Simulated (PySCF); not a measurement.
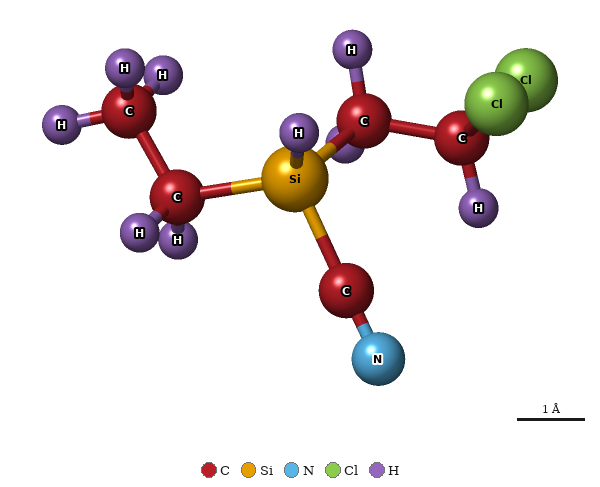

Fig. 1: The input geometry (ball-and-stick view, seen at a tilt).

Run report: C₅H₉Cl₂NSi, NMR shielding calculation

C₅H₉Cl₂NSi, computed with GIAO PBE0/pcSseg-1 NMR shielding, non-relativistic, gas phase (PySCF 2.14.0).

The geometry comes from this level: GFN2-xTB. It belongs to a series of runs on one base structure; here: H on Si replaced by C2H5. Figures and captions count atoms from 1; the log counts them from 0 in places.

**Input file**
```
{"job": {"kind": "nmr", "xc": "PBE0", "basis": "pcSseg-1"}, "charge": 0, "multiplicity": 1}
C      2.450442    -0.728056    -0.570622
C      1.787662     0.567366    -0.108660
Si     0.115992     0.287008     0.758523
C     -0.609032     1.977334     1.106003
N     -1.063847     3.010512     1.299153
C     -1.114528    -0.550142    -0.447705
C     -2.544119    -0.285839    -0.057816
Cl    -2.843983    -0.829596     1.607946
Cl    -3.680786    -1.126406    -1.150931
H      2.626712    -1.393061     0.271264
H      1.825414    -1.249287    -1.291856
H      3.408341    -0.518583    -1.042404
H      1.659489     1.228278    -0.968870
H      2.460537     1.085667     0.575642
H      0.225041    -0.427994     2.030242
H     -0.943611    -1.626944    -0.461578
H     -0.968813    -0.188529    -1.467262
H     -2.799672     0.774591    -0.092726
```

The first line tells a small driver script what to run in PySCF; the rest is the geometry in Å.

Machine: 1 CPU thread, shared host.

Launch command:
```bash
OMP_NUM_THREADS=1 python <driver script> task.json out
```

**Log**
```
coarse grid: 16944 points
cycle   1  E = -1459.6543667492  dE =  8.432e-01  |g| = 5.924e-01  |ddm| = 3.868e+00
cycle   2  E = -1459.5064015629  dE =  1.480e-01  |g| = 1.014e+00  |ddm| = 1.232e+00
cycle   3  E = -1459.7351738466  dE = -2.288e-01  |g| = 2.176e-01  |ddm| = 7.785e-01
cycle   4  E = -1459.7447758878  dE = -9.602e-03  |g| = 6.369e-02  |ddm| = 1.542e-01
cycle   5  E = -1459.7455473855  dE = -7.715e-04  |g| = 2.317e-02  |ddm| = 5.523e-02
cycle   6  E = -1459.7456760484  dE = -1.287e-04  |g| = 4.256e-03  |ddm| = 2.315e-02
cycle   7  E = -1459.7456806057  dE = -4.557e-06  |g| = 1.272e-03  |ddm| = 5.927e-03
final grid: 150800 points
cycle   8  E = -1459.7962105450  dE = -4.341e-05  |g| = 9.022e-03  |ddm| = 2.920e-02
cycle   9  E = -1459.7961993856  dE =  1.116e-05  |g| = 1.096e-02  |ddm| = 1.587e-02
cycle  10  E = -1459.7962292368  dE = -2.985e-05  |g| = 1.718e-03  |ddm| = 9.689e-03
cycle  11  E = -1459.7962297399  dE = -5.031e-07  |g| = 7.740e-04  |ddm| = 1.682e-03
cycle  12  E = -1459.7962298617  dE = -1.218e-07  |g| = 2.132e-04  |ddm| = 5.109e-04
cycle  13  E = -1459.7962298712  dE = -9.501e-09  |g| = 5.690e-05  |ddm| = 1.862e-04
cycle  14  E = -1459.7962298720  dE = -7.722e-10  |g| = 1.195e-05  |ddm| = 5.694e-05
```

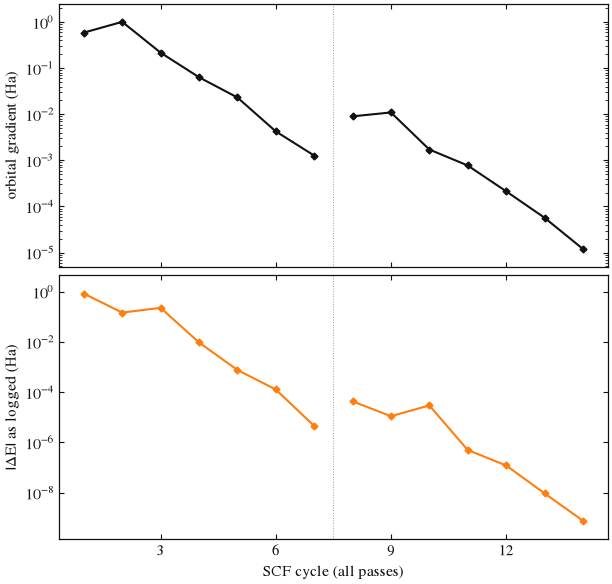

Fig. 2: Convergence of the self-consistent field: orbital gradient and size of the energy change against the SCF cycle. The dotted line marks the change from a coarse to the final integration grid. The first 7 cycles use a coarse grid, the final grid takes over at cycle 8, and the field converges after 14 cycles in all.

```
converged SCF energy = -1459.7962298720

GIAO shielding tensors (ppm)
atom      isotropic    diamagn.    paramagn.     s11        s22        s33       span
  0 C      177.654     246.923     -69.269    171.816    172.958    188.188     16.372
  1 C      176.803     253.235     -76.432    171.859    175.760    182.790     10.932
  2 Si     389.623     879.846    -490.223    350.549    386.444    431.875     81.326
  3 C       62.428     263.499    -201.071    -53.028    -48.383    288.695    341.723
  4 N      -97.053     337.809    -434.861   -298.873   -290.160    297.874    596.746
  5 C      153.403     254.511    -101.108    124.618    153.201    182.389     57.772
  6 C      100.986     242.559    -141.573     60.829    114.409    127.719     66.890
  7 Cl     656.477    1145.463    -488.986    397.789    596.850    974.793    577.004
  8 Cl     622.332    1143.980    -521.648    319.418    538.723   1008.856    689.438
  9 H       30.816      29.201       1.615     26.395     28.873     37.179     10.784
 10 H       30.895      30.758       0.136     25.410     31.153     36.122     10.712
 11 H       30.217      27.346       2.871     24.897     27.319     38.436     13.539
 12 H       30.676      31.959      -1.283     26.172     29.621     36.235     10.063
 13 H       30.607      29.863       0.744     25.159     29.371     37.292     12.133
 14 H       27.129      28.128      -0.999     23.685     26.554     31.148      7.463
 15 H       29.599      30.948      -1.349     25.656     30.877     32.263      6.607
 16 H       30.105      32.405      -2.300     24.373     30.329     35.614     11.241
 17 H       25.364      27.984      -2.620     21.336     25.596     29.162      7.826
```

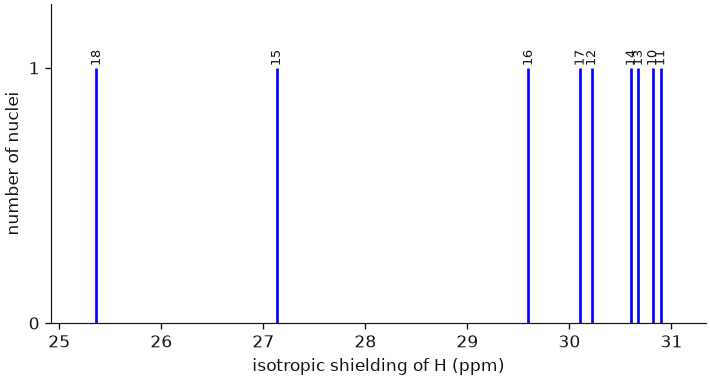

Fig. 3: Isotropic shieldings of the hydrogen nuclei in this fixed geometry, labelled by atom number; shielding grows to the right, so chemical shift grows to the left. The least shielded is H18 (25.4 ppm), the most shielded H11 (30.9 ppm).

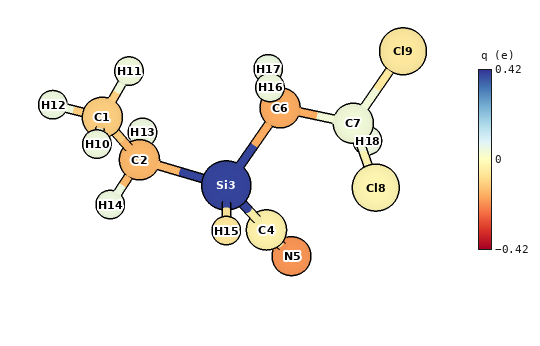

Fig. 4: Hirshfeld charges, as the colour of each atom (ball-and-stick view, seen at a tilt; atoms are numbered from 1 in the order of the input). By element: C −0.17 to +0.04, Si +0.40, N −0.20, Cl −0.06 to −0.03 and H −0.06 to +0.05 e.

**Summary**

| quantity | value |
| --- | --- |
| outcome | converged |
| total energy | −1459.796230 hartree |
| HOMO | −8.71 eV |
| LUMO | −0.56 eV |
| dipole moment | 4.54 D |
| isotropic shielding, C | 62.4 to 177.7 ppm |
| isotropic shielding, Si | 389.6 ppm |
| isotropic shielding, N | −97.1 ppm |
| isotropic shielding, Cl | 622.3 to 656.5 ppm |
| isotropic shielding, H | 25.4 to 30.9 ppm |
| wall time | 87 s |
| peak memory | 1.1 GiB |
